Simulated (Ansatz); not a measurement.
**Decaying states in the gap of LuAlH2O4**

A new crystal, LuAlH2O4: structure, gap and complex bands. It is built by putting Al for part of the Lu in the LuHO2 structure of space group Pmn2_1, with the volume rescaled by atomic radii. The parent structure comes from the Materials Project.

Method: r2SCAN DFT, plane waves, PAW files, in the first sound run; inputs show where later runs differ, in Ansatz 0.2.0.

The structure was built from a prototype and need not be the compound's stable phase.

### Step 1. The structure

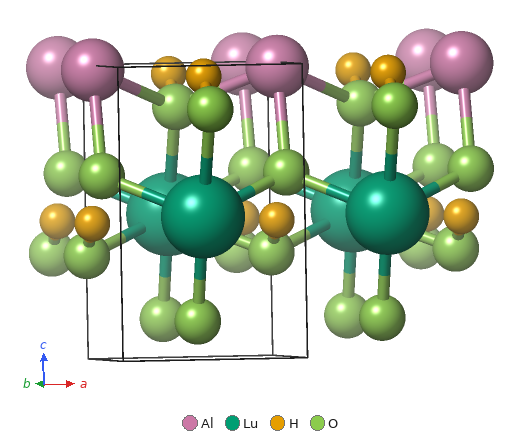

The starting structure, seen slightly off an axis (aluminium pink, lutetium teal, hydrogen orange, oxygen green). 2×2×1 cells are drawn. Some periodic images of atoms are drawn too.

### Step 2. Relaxing the new crystal

The substituted atoms don't fit the parent's cell, so cell and atoms relax together. A small smearing keeps the run stable in case the gap closes on the way.

Input file input.yaml:

```yaml
crystal:
  lattice:
    - [3.1304011833, 0.0, 0.0]
    - [0.0, 4.4078872399, 0.0]
    - [0.0, 0.0, 4.9460821848]
  atoms:
    - { symbol: Al, position: [0.0, 0.72145105, 0.9841286] }
    - { symbol: Lu, position: [0.5, 0.27854895, 0.4841286] }
    - { symbol: H, position: [0.5, 0.1876832, 0.96171135] }
    - { symbol: H, position: [0.0, 0.8123168, 0.46171135] }
    - { symbol: O, position: [0.5, 0.01517027, 0.85081682] }
    - { symbol: O, position: [0.0, 0.51551405, 0.62611824] }
    - { symbol: O, position: [0.0, 0.98482973, 0.35081682] }
    - { symbol: O, position: [0.5, 0.48448595, 0.12611824] }
kpoints:
  mp_grid: { grid: [8, 6, 4] }
scf:
  occupations: { method: gaussian, width: 0.03 }
hamiltonian:
  xc: r2scan
output:
  forces: true
  stress: true
relax:
  f_tol: 0.02
  max_steps: 60
  cell: {}
```

Command:

```console
ansatz run input.yaml --threads 2 --pin off --max-ram 4096MiB --backend cpu --events-out ev --progress --plain --runs-dir out
```

Numbers of over 12 decimals in the logs are rounded to 6 here.

The program printed:

```text
Engine: ansatz 0.2.0, x86_64-unknown-linux-gnu
Pseudopotentials: kind: paw
Pseudopotential: Al, paw, valence charge 3, recommended cutoff 500 eV (meta_gga), Al.paw.azcp
Pseudopotential: Lu, paw, valence charge 25, recommended cutoff 500 eV (meta_gga), Lu.paw.azcp
Pseudopotential: H, paw, valence charge 1, recommended cutoff 500 eV (meta_gga), H.paw.azcp
Pseudopotential: O, paw, valence charge 6, recommended cutoff 500 eV (meta_gga), O.paw.azcp
Functional definition: r2SCAN
  parameter k0 = 0.174
  parameter k1 = 0.065
  parameter a1 = 4.9479
  exchange = r2scan_x(k0 = k0, k1 = k1, a1 = a1)
  correlation = r2scan_c
Crystal: 8 atoms, lattice volume = 68.248 Å³
Basis set: ecut = 500 eV, 1733 PW (Γ), exchange–correlation on 96×144×160 points (64 copies of the dense FFT grid, shifted against one another)
Bands: 35, of which v1, the nominal top of the filled ones, is band 27 counted from 1 (26 counted from 0)
Symmetry: 2 space group operations
Space group: Pm (ITA 6), of the structure as read, at distance tolerance 4.1e-5 Å
k-points: 70 of 192 (time reversal used)
Non-local potential: Al, projectors of the file, l = 0: 2, l = 1: 2, l = 2: 1
Non-local potential: Lu, projectors of the file, l = 0: 3, l = 1: 2, l = 2: 2, l = 3: 3
Non-local potential: H, projectors of the file, l = 0: 2, l = 1: 1
Non-local potential: O, projectors of the file, l = 0: 2, l = 1: 2, l = 2: 1
PAW form: soft (Blöchl's): semilocal exchange-correlation on the pseudo side does not see the compensation charge
PAW frozen core: Al, regenerated for the run's functional (the file was generated under x = pbe(κ = 0.804, μ = 0.219515), c = pbe(β = 0.066725))
PAW frozen core: Lu, regenerated for the run's functional (the file was generated under x = pbe(κ = 0.804, μ = 0.219515), c = pbe(β = 0.066725))
PAW frozen core: O, regenerated for the run's functional (the file was generated under x = pbe(κ = 0.804, μ = 0.219515), c = pbe(β = 0.066725))
PAW one-centre angular grid: Al, 302 points (default); XC on 160 Gauss nodes
PAW one-centre angular grid: Lu, 974 points (default); XC on 160 Gauss nodes
PAW one-centre angular grid: H, 302 points (default); XC on 160 Gauss nodes
PAW one-centre angular grid: O, 302 points (default); XC on 160 Gauss nodes
Initial density: superposition of atomic densities (neutral atoms: chi_scale 0, normalization atom), corrected by the library's trained network
Initial wavefunctions: pseudopotential atomic-orbital guess
Functional: x = r2scan, c = r2scan; τ floored in thin density (d = 2e-4 eV/Å³)
SCF iter   1: F=—  HF=-17598.602286 eV  |F-HF|=—  |Δ(HF+E_count)|=         —  Δρ=1.07e-2  dr2=6.32e-2  dr2_τ=5.14e-1  ethr=1.77e-3  ⟨swp⟩=5.7  Hψ=11125  notcnv=0  defer=6
preconditioner: auto → Resta (q_TF=auto, 2.624 Å⁻¹)  ε∞=4.6  [insulator: Δε(μ)=4.631 eV  Ē_g=17.133 eV  σ=0.030 eV  W_gap=1.00  n_scr=20 (ndim 8)  ℏωp=32.4 eV  f_vac=0.017  D(μ)=0.00/eV (n_scr^D=0)  ε∞_Penn≈4.6]
SCF iter   2: F=—  HF=-17598.730514 eV  |F-HF|=—  |Δ(HF+E_count)|=   1.28e-1  Δρ=6.90e-3  dr2=2.17e-2  dr2_τ=4.65e-3  ethr=1.17e-4  ⟨swp⟩=3.0  Hψ=6084  notcnv=0  defer=160
SCF iter   3: F=—  HF=-17598.716468 eV  |F-HF|=—  |Δ(HF+E_count)|=   1.40e-2  Δρ=4.44e-3  dr2=8.94e-3  dr2_τ=5.88e-4  ethr=4.02e-5  ⟨swp⟩=2.9  Hψ=5370  notcnv=0  defer=128
automatic band count: iteration 3 solves 34 bands in place of 35: the levels show a gap, and the empty bands left out lie too high to hold charge; the band table lists the bands solved (type scf.n_extra_bands for more)
SCF iter   4: F=—  HF=-17598.715964 eV  |F-HF|=—  |Δ(HF+E_count)|=   5.03e-4  Δρ=1.20e-3  dr2=7.44e-4  dr2_τ=1.60e-4  ethr=1.66e-5  ⟨swp⟩=2.1  Hψ=4278  notcnv=0  defer=58
automatic band count: iteration 4 solves 33 bands in place of 34: the levels show a gap, and the empty bands left out lie too high to hold charge; the band table lists the bands solved (type scf.n_extra_bands for more)
SCF iter   5: F=—  HF=-17598.715867 eV  |F-HF|=—  |Δ(HF+E_count)|=   9.78e-5  Δρ=3.56e-4  dr2=5.97e-5  dr2_τ=1.86e-5  ethr=1.38e-6  ⟨swp⟩=2.7  Hψ=3831  notcnv=0  defer=58
SCF iter   6: F=—  HF=-17598.715866 eV  |F-HF|=—  |Δ(HF+E_count)|=   4.23e-7  Δρ=1.38e-4  dr2=1.15e-5  dr2_τ=1.01e-6  ethr=1.11e-7  ⟨swp⟩=2.0  Hψ=3664  notcnv=0  defer=58
SCF iter   7: F=—  HF=-17598.715867 eV  |F-HF|=—  |Δ(HF+E_count)|=   2.46e-7  Δρ=3.05e-5  dr2=6.23e-7  dr2_τ=5.98e-8  ethr=2.13e-8  ⟨swp⟩=2.5  Hψ=4296  notcnv=0  defer=58
SCF iter   8: F=—  HF=-17598.715867 eV  |F-HF|=—  |Δ(HF+E_count)|=   4.39e-8  Δρ=2.08e-5  dr2=2.18e-7  dr2_τ=3.33e-8  ethr=1.85e-10  ⟨swp⟩=6.0  Hψ=10859  notcnv=0
SCF iter   9: F=-17598.715867 eV  HF=-17598.715867 eV  |F-HF|=3.53e-9  |Δ(HF+E_count)|=   4.42e-8  Δρ=3.58e-6  dr2=9.61e-9  dr2_τ=8.62e-10  ethr=1.85e-10  ⟨swp⟩=5.4  Hψ=9551  notcnv=0
SCF 1 converged in 9 iterations: F = -17598.715867 eV  dr2 = 9.61e-9
  greatest PAW one-centre occupation: 0.997 electrons in one spin orbital (limit 2), on the Lu atom at site 1 (counted from 0), in its partial waves of l = 0
relax step   1: F+E_penalty+E_count = -17598.71586651 eV  Δ(F+E_penalty+E_count) = +0.000e0 eV  max|allowed force component| = 5.266e0 eV/Å  Δτ_max = 0.0000 Å  P = +20.638 GPa  Ω = 68.248 Å³  (9 SCF iters, dr2 threshold 1.00e-7 eV, accepted)
Crystal: 8 atoms, lattice volume = 73.001 Å³
Basis set: ecut = 500 eV, 1849 PW (Γ), exchange–correlation on 96×144×160 points (64 copies of the dense FFT grid, shifted against one another)
Initial density: handed on by an earlier stage of this run
Initial wavefunctions: those handed on with the density
iter 1 solved again at ethr=1.67e-3 eV; its pass at ethr=3.10e-3 eV (dr2=9.02e-1 eV) is discarded
SCF iter   1: F=—  HF=-17599.831826 eV  |F-HF|=—  |Δ(HF+E_count)|=         —  Δρ=2.62e-2  dr2=9.09e-1  dr2_τ=3.78e0  ethr=1.67e-3  ⟨swp⟩=1.0  Hψ=14017  notcnv=0
automatic band count: iteration 1 solves 31 bands in place of 35: the levels show a gap, and the empty bands left out lie too high to hold charge; the band table lists the bands solved (type scf.n_extra_bands for more)
preconditioner: auto → Resta (q_TF=auto, 2.595 Å⁻¹)  ε∞=5.5  [insulator: Δε(μ)=4.304 eV  Ē_g=14.828 eV  σ=0.030 eV  W_gap=1.00  n_scr=20 (ndim 8)  ℏωp=31.3 eV  f_vac=0.036  D(μ)=0.00/eV (n_scr^D=0)  ε∞_Penn≈5.5]
SCF iter   2: F=—  HF=-17600.360391 eV  |F-HF|=—  |Δ(HF+E_count)|=   5.29e-1  Δρ=1.27e-2  dr2=2.03e-1  dr2_τ=7.47e-3  ethr=1.67e-3  ⟨swp⟩=3.9  Hψ=4387  notcnv=0
SCF iter   3: F=—  HF=-17600.331128 eV  |F-HF|=—  |Δ(HF+E_count)|=   2.93e-2  Δρ=7.50e-3  dr2=5.45e-2  dr2_τ=4.42e-3  ethr=3.76e-4  ⟨swp⟩=4.8  Hψ=5209  notcnv=0
[...]
preconditioner: auto → Resta (q_TF=auto, 2.606 Å⁻¹)  ε∞=5.4  [insulator: Δε(μ)=4.790 eV  Ē_g=15.150 eV  σ=0.030 eV  W_gap=1.00  n_scr=20 (ndim 8)  ℏωp=31.8 eV  f_vac=0.017  D(μ)=0.00/eV (n_scr^D=0)  ε∞_Penn≈5.4]
SCF iter   2: F=—  HF=-17600.396691 eV  |F-HF|=—  |Δ(HF+E_count)|=   2.52e-2  Δρ=3.89e-3  dr2=7.18e-3  dr2_τ=5.99e-4  ethr=4.84e-5  ⟨swp⟩=3.3  Hψ=4494  notcnv=0
SCF iter   3: F=—  HF=-17600.395819 eV  |F-HF|=—  |Δ(HF+E_count)|=   8.71e-4  Δρ=1.28e-3  dr2=1.11e-3  dr2_τ=1.36e-4  ethr=1.33e-5  ⟨swp⟩=3.1  Hψ=4051  notcnv=0
SCF iter   4: F=—  HF=-17600.395826 eV  |F-HF|=—  |Δ(HF+E_count)|=   6.97e-6  Δρ=5.70e-4  dr2=1.71e-4  dr2_τ=2.22e-5  ethr=2.06e-6  ⟨swp⟩=2.0  Hψ=4320  notcnv=0
SCF iter   5: F=—  HF=-17600.395791 eV  |F-HF|=—  |Δ(HF+E_count)|=   3.48e-5  Δρ=2.58e-4  dr2=4.72e-5  dr2_τ=5.59e-6  ethr=3.17e-7  ⟨swp⟩=2.1  Hψ=4067  notcnv=0
SCF iter   6: F=—  HF=-17600.395770 eV  |F-HF|=—  |Δ(HF+E_count)|=   2.11e-5  Δρ=1.14e-4  dr2=1.27e-5  dr2_τ=5.33e-7  ethr=8.75e-8  ⟨swp⟩=2.0  Hψ=4060  notcnv=0
SCF iter   7: F=—  HF=-17600.395766 eV  |F-HF|=—  |Δ(HF+E_count)|=   3.68e-6  Δρ=4.53e-5  dr2=1.69e-6  dr2_τ=1.22e-7  ethr=2.35e-8  ⟨swp⟩=2.0  Hψ=3921  notcnv=0
SCF iter   8: F=-17600.395766 eV  HF=-17600.395766 eV  |F-HF|=8.75e-8  |Δ(HF+E_count)|=   2.66e-7  Δρ=1.46e-5  dr2=2.01e-7  dr2_τ=1.59e-8  ethr=1.48e-9  ⟨swp⟩=6.0  Hψ=10421  notcnv=0
SCF 3 converged in 8 iterations: F = -17600.395766 eV  dr2 = 2.01e-7
relax step   3: F+E_penalty+E_count = -17600.39576614 eV  Δ(F+E_penalty+E_count) = -9.909e-2 eV  max|allowed force component| = 2.939e-1 eV/Å  Δτ_max = 0.0462 Å  P = +0.206 GPa  Ω = 71.124 Å³  energy of the carried Pulay correction = -2.333e-3 eV  (8 SCF iters, dr2 threshold 8.00e-7 eV, accepted)
[...]
relax step   4: F+E_penalty+E_count = -17600.40235375 eV  Δ(F+E_penalty+E_count) = -6.588e-3 eV  max|allowed force component| = 9.682e-2 eV/Å  Δτ_max = 0.0131 Å  P = -0.039 GPa  Ω = 71.308 Å³  energy of the carried Pulay correction = -2.480e-3 eV  (6 SCF iters, dr2 threshold 8.00e-7 eV, accepted)
[...]
relax step   5: F+E_penalty+E_count = -17600.40332802 eV  Δ(F+E_penalty+E_count) = -9.743e-4 eV  max|allowed force component| = 5.946e-2 eV/Å  Δτ_max = 0.0118 Å  P = -0.049 GPa  Ω = 71.384 Å³  energy of the carried Pulay correction = -2.540e-3 eV  (7 SCF iters, dr2 threshold 5.86e-7 eV, accepted)
[...]
relax step   6: F+E_penalty+E_count = -17600.40382495 eV  Δ(F+E_penalty+E_count) = -4.969e-4 eV  max|allowed force component| = 2.392e-2 eV/Å  Δτ_max = 0.0058 Å  P = -0.051 GPa  Ω = 71.395 Å³  energy of the carried Pulay correction = -2.548e-3 eV  (5 SCF iters, dr2 threshold 3.57e-7 eV, accepted)
[...]
relax step   7: F+E_penalty+E_count = -17600.40387573 eV  Δ(F+E_penalty+E_count) = -5.078e-5 eV  max|allowed force component| = 5.621e-3 eV/Å  Δτ_max = 0.0015 Å  P = +0.005 GPa  Ω = 71.372 Å³  energy of the carried Pulay correction = -2.530e-3 eV  (6 SCF iters, dr2 threshold 3.57e-8 eV, accepted)
Initial wavefunctions: pseudopotential atomic-orbital guess (no wavefunctions were taken with the density)
iter 1 solved again at ethr=3.50e-8 eV; its pass at ethr=3.10e-3 eV (dr2=1.89e-5 eV) is discarded
SCF iter   1: F=—  HF=-17600.405855 eV  |F-HF|=—  |Δ(HF+E_count)|=         —  Δρ=3.17e-4  dr2=2.75e-6  dr2_τ=9.45e-6  ethr=3.50e-8  ⟨swp⟩=4.0  Hψ=19294  notcnv=0
preconditioner: auto → Resta (q_TF=auto, 2.604 Å⁻¹)  ε∞=4.5  [insulator: Δε(μ)=4.847 eV  Ē_g=16.831 eV  σ=0.030 eV  W_gap=1.00  n_scr=20 (ndim 8)  ℏωp=31.7 eV  f_vac=0.020  D(μ)=0.00/eV (n_scr^D=0)  ε∞_Penn≈4.5]
SCF iter   2: F=—  HF=-17600.406045 eV  |F-HF|=—  |Δ(HF+E_count)|=   1.91e-4  Δρ=1.62e-4  dr2=7.52e-7  dr2_τ=8.71e-6  ethr=5.09e-9  ⟨swp⟩=2.0  Hψ=4093  notcnv=0
SCF iter   3: F=—  HF=-17600.406088 eV  |F-HF|=—  |Δ(HF+E_count)|=   4.29e-5  Δρ=2.11e-5  dr2=1.09e-7  dr2_τ=6.87e-8  ethr=1.39e-9  ⟨swp⟩=2.0  Hψ=4340  notcnv=0
SCF iter   4: F=—  HF=-17600.406088 eV  |F-HF|=—  |Δ(HF+E_count)|=   9.97e-8  Δρ=4.88e-6  dr2=6.23e-9  dr2_τ=3.21e-9  ethr=2.03e-10  ⟨swp⟩=2.1  Hψ=4354  notcnv=0
SCF iter   5: F=—  HF=-17600.406088 eV  |F-HF|=—  |Δ(HF+E_count)|=   1.75e-9  Δρ=2.61e-6  dr2=1.10e-9  dr2_τ=1.27e-9  ethr=1.15e-11  ⟨swp⟩=2.4  Hψ=4335  notcnv=0
SCF iter   6: F=—  HF=-17600.406088 eV  |F-HF|=—  |Δ(HF+E_count)|=   5.18e-9  Δρ=4.42e-7  dr2=8.06e-11  dr2_τ=3.38e-11  ethr=1.00e-12  ⟨swp⟩=4.1  Hψ=11286  notcnv=0
SCF iter   7: F=-17600.406088 eV  HF=-17600.406088 eV  |F-HF|=3.64e-12  |Δ(HF+E_count)|=  9.82e-11  Δρ=1.56e-7  dr2=1.68e-11  dr2_τ=2.30e-12  ethr=1.00e-12  ⟨swp⟩=5.1  Hψ=9749  notcnv=0
SCF 8 converged in 7 iterations: F = -17600.406088 eV  dr2 = 1.68e-11
relax step   8: F+E_penalty+E_count = -17600.40608812 eV  Δ(F+E_penalty+E_count) = -2.212e-3 eV  max|allowed force component| = 5.573e-3 eV/Å  Δτ_max = 0.0000 Å  P = -0.010 GPa  Ω = 71.372 Å³  stress off target by 2.56e-2 GPa  SCF on the basis re-selected at this cell (its energy is not comparable with the rows above)  (7 SCF iters)
basis re-selected at this cell: Δ(F+E_penalty+E_count) = -2.212e-3 eV, ΔP = -0.015 GPa vs the last step (what re-selecting the basis moved, of the pressure what is left beyond the Pulay correction that the steps carried, after the strain that the cell walked since its last selection, with what the two solves' SCF thresholds leave and, on support functions, any second-order correction that the steps lacked; it is no m [...]
SCF converged after 7 iterations
Free energy (F): -17600.406088 eV
Harris-Foulkes:  -17600.406088 eV  (|F-HF|=3.64e-12)
Internal energy: -17600.406088 eV  (E = F + TS)
E sigma→0 (E₀):  -17600.406088 eV
Fermi energy:    10.627503 eV
--- Per-component energies (eV) ---
  E_band       = -53.204458
  E_kinetic    = 1189.516433
  E_local      = -8990.047446  (includes V_loc(G=0)·N_el)
  E_nonlocal   = 772.423958
  E_hartree    = 3750.972169
  E_xc         = -568.475911
  E_vxc        = -780.467910  (∫ρ·V_xc dr)
  E_paw        = -8499.965923  (= ΣΔE_a)
  E_vpaw       = 206.646004  (= ΣTr[D̂ρ^β])
  E_aug_tail   = 0.003435  (compensation charges beyond the density's cutoff)
  E_vtau       = 46.776771  (kinetic-family band-sum trace: ∫τ·v_τ [+ j·A + Jᵃ·Aᵃ] dr)
  E_ewald      = -5255.322454
  E_core_change = 0.489651  (= ΣΔE_core)
  E_smearing   = -0.000000  (= −TS)
  E_closure    = 0.000000  (closes the sum)
  Σ components = -17600.406088   (vs F -17600.406088, Δ=0.00e0)
--- Forces (eV/Å), atoms counted from 1 ---
  atom   1  Al     0.00000000     0.00034503     0.00229027
  atom   2  Lu     0.00000000    -0.00042361     0.00041516
  atom   3  H      0.00000000     0.00268122    -0.00012343
  atom   4  H      0.00000000     0.00238419     0.00034206
  atom   5  O      0.00000000    -0.00213311    -0.00557272
  atom   6  O      0.00000000     0.00146253    -0.00104115
  atom   7  O      0.00000000    -0.00156199     0.00273028
  atom   8  O      0.00000000    -0.00275297     0.00096028
  max |Σ_I F_I| component: 1.30e-6 eV/Å
--- Stress (GPa, compression-positive) ---
       -0.009835       0.000000       0.000000
        0.000000      -0.022030       0.009809
        0.000000       0.009809       0.001095
  P = ⅓ Tr σ = -0.0103 GPa (-0.103 kbar)
--- Relaxed structure (7 steps of the walk, 7 accepted, 1 SCFs on fresh bases) ---
  F+E_penalty+E_count = -17600.40608812 eV   max|allowed force component| = 5.573e-3 eV/Å   (the final SCF, on the basis selected at the relaxed cell)
  cell:  # Å, volume = 71.3719 Å³
    - [3.115586, 0, 0]
    - [0, 4.568803, -0.057736]
    - [0, -0.064786, 5.014829]
  atoms:
    - { symbol: Al, position: [0, 0.725644, 0.988478] }
    - { symbol: Lu, position: [0.5, 0.285855, 0.484387] }
    - { symbol: H, position: [0.5, 0.174542, 0.967739] }
    - { symbol: H, position: [0.0, 0.807175, 0.453397] }
    - { symbol: O, position: [0.5, -0.011581, 0.859599] }
    - { symbol: O, position: [0, 0.539230, 0.659243] }
    - { symbol: O, position: [0, 0.965388, 0.317394] }
    - { symbol: O, position: [0.5, 0.513746, 0.115314] }
```

Elapsed: 64 s, on 2 threads of AMD EPYC 9R45, shared host; peak memory 0.64 GiB.

Step by step:

```tsv
step	energy less that of the first step (eV)	largest force component (eV/Å)	pressure (GPa)	volume (Å³)
1	0.0000	5.2662	20.64	68.25
2	-1.5808	1.1225	-3.03	73.00
3	-1.6799	0.2939	0.21	71.12
4	-1.6865	0.0968	-0.04	71.31
5	-1.6875	0.0595	-0.05	71.38
6	-1.6880	0.0239	-0.05	71.40
7	-1.6880	0.0056	0.00	71.37
8*	-1.6902	0.0056	-0.01	71.37
```

Relaxation steps marked * repeat the geometry before them on a plane-wave basis chosen anew for their cell, so energy and pressure can jump there.

Forces are held to the 2 operations that the run works with; a distortion that breaks them can't arise in this run.

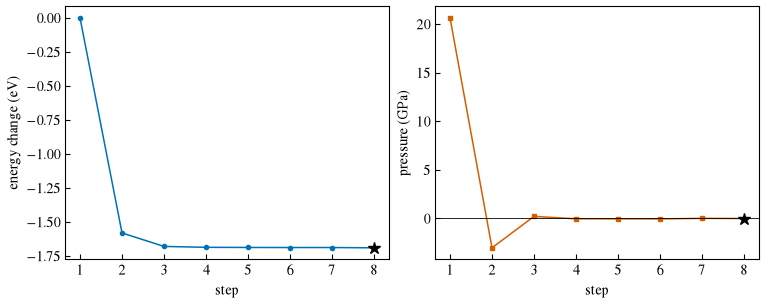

Energy and pressure along the relaxation. Stars mark steps on a basis chosen anew.

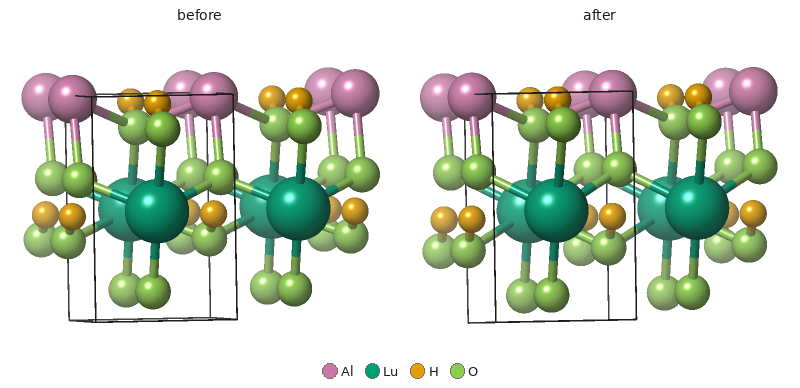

Before and after, at one scale.

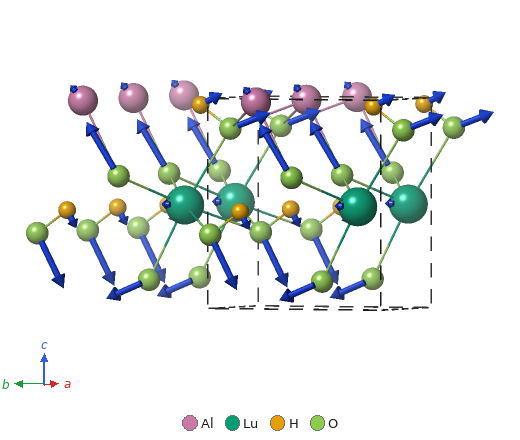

Displacements in the relaxation, exaggerated, measured against the changing cell; the longest in the cell stands for 0.20 Å. 2×2×1 cells are drawn. Some periodic images of atoms are drawn too.

```tsv
cell as run	before	after	change
a (Å)	3.130	3.116	-0.5 %
b (Å)	4.408	4.569	+3.7 %
c (Å)	4.946	5.015	+1.4 %
α (°)	90.00	91.46	+1.6 %
volume (Å³/atom)	8.53	8.92	+4.6 %
```

The atoms that moved most (Å, as changes of fractional coordinates times the final cell):

```tsv
atom	dx	dy	dz	length
O6	0.000	0.106	0.165	0.196
O7	0.000	-0.087	-0.166	0.188
O8	0.000	0.134	-0.056	0.146
O5	0.000	-0.123	0.046	0.131
H3	0.000	-0.060	0.031	0.068
H4	0.000	-0.023	-0.041	0.047
Lu2	0.000	0.033	0.001	0.033
Al1	0.000	0.019	0.022	0.029
```

This step gave:

```
free energy  : -17600.4061 eV
Fermi energy : 10.63 eV
pressure     : -0.01026 GPa
```

The largest force component on a free atom ends at 0.0056 eV/Å.

(Continued in part 2 of 2.)

[Logs are printed without paths, hosts, clocks, repeated set-up lines and the standing remarks that a program may print on its own settings, such as how far it seeks lower states.]

[Hosts, paths, dates, database ids (printed as entryN), source tags and the programs' standing remarks are cut or masked in the printed files.]

[New means built here by substitution; the compound itself may be known and measured.]
